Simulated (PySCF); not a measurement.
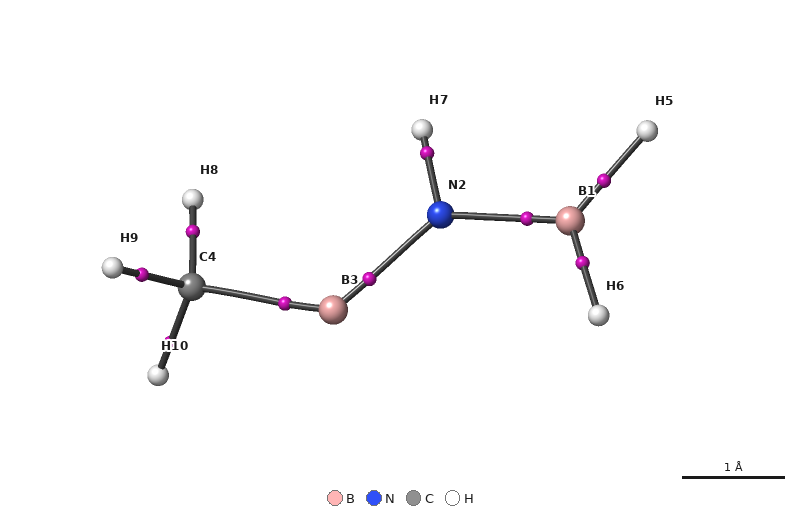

Figure. CH6B2N, doublet, SMILES `BN[B]C`. Molecular graph of the electron density (QTAIM): bond paths, bond critical points (magenta), ring points (cyan, if any); weak paths are dashed.

PySCF calculation, B3LYP/6-311+G**, gas phase; geometry: GFN2-xTB. No frequency check shows the geometry to be a minimum. The stability of the open-shell solution wasn't checked. GFN2-xTB doesn't know the spin state, so this open-shell geometry is rough.

### How many critical points of each kind are there, and does the count close?

10 nuclei, 9 bond, 0 ring and 0 cage critical points: 10 − 9 + 0 − 0 = 1, as the Poincaré–Hopf relation requires.

### Tabulate density, Laplacian, ellipticity and energy density at the bond critical points (atomic units).

```json
{"bond": "N2–H7", "length (Å)": "1.020", "ρ (a.u.)": "0.330", "∇²ρ (a.u.)": "−1.45", "ε": "0.02", "H (a.u.)": "−0.420"}
{"bond": "C4–H10", "length (Å)": "1.089", "ρ (a.u.)": "0.271", "∇²ρ (a.u.)": "−0.89", "ε": "0.02", "H (a.u.)": "−0.268"}
{"bond": "C4–H9", "length (Å)": "1.090", "ρ (a.u.)": "0.268", "∇²ρ (a.u.)": "−0.87", "ε": "0.02", "H (a.u.)": "−0.265"}
{"bond": "C4–H8", "length (Å)": "1.095", "ρ (a.u.)": "0.267", "∇²ρ (a.u.)": "−0.86", "ε": "0.02", "H (a.u.)": "−0.261"}
{"bond": "N2–B3", "length (Å)": "1.409", "ρ (a.u.)": "0.206", "∇²ρ (a.u.)": "+0.47", "ε": "0.13", "H (a.u.)": "−0.196"}
{"bond": "B1–N2", "length (Å)": "1.406", "ρ (a.u.)": "0.206", "∇²ρ (a.u.)": "+0.50", "ε": "0.17", "H (a.u.)": "−0.193"}
{"bond": "B1–H6", "length (Å)": "1.170", "ρ (a.u.)": "0.190", "∇²ρ (a.u.)": "−0.32", "ε": "0.22", "H (a.u.)": "−0.207"}
{"bond": "B1–H5", "length (Å)": "1.173", "ρ (a.u.)": "0.188", "∇²ρ (a.u.)": "−0.30", "ε": "0.23", "H (a.u.)": "−0.202"}
{"bond": "B3–C4", "length (Å)": "1.576", "ρ (a.u.)": "0.181", "∇²ρ (a.u.)": "−0.28", "ε": "0.22", "H (a.u.)": "−0.187"}
```

### What kind of interaction is C4–H10?

Shared-shell (covalent): ρ = 0.271, ∇²ρ = −0.89, H = −0.268 a.u.
